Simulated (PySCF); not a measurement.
The calculation's input:

```
{"job": {"kind": "uv", "xc": "B3LYP", "basis": "def2-SVPD", "ip": false, "nstates": 10}, "charge": 0, "multiplicity": 1}
Se     0.013069    -0.014740    -0.009815
F      0.009110    -0.016710     1.693459
F      0.016644    -0.011791    -1.712907
F      1.716118    -0.008051    -0.008162
F     -1.690077    -0.021170    -0.012619
F      0.006520     1.688425    -0.005315
F      0.020486    -1.717975    -0.013201
```

Launched as:

```sh
OMP_NUM_THREADS=1 python probes_run.py task.json out
```

Geometry: PBE0-D3(BJ)/def2-SVP.

Method: B3LYP/def2-SVPD, SCF density, gas phase in PySCF 2.14.0.

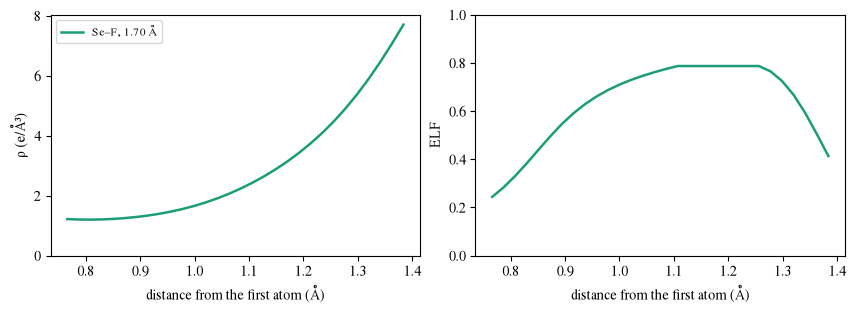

F₆Se (SeF6). Total electron density and electron localisation function along straight lines between neighbouring atoms. The curves leave out the atomic cores.

Question: What can be read from the curves?

Answer: Se–F (1.70 Å): ρ at the midpoint is about 1.2 e/Å³; the ELF peaks at about 0.80 in the valence shell of F, 0.6 Å from its nucleus, and is about 0.45 at the midpoint.
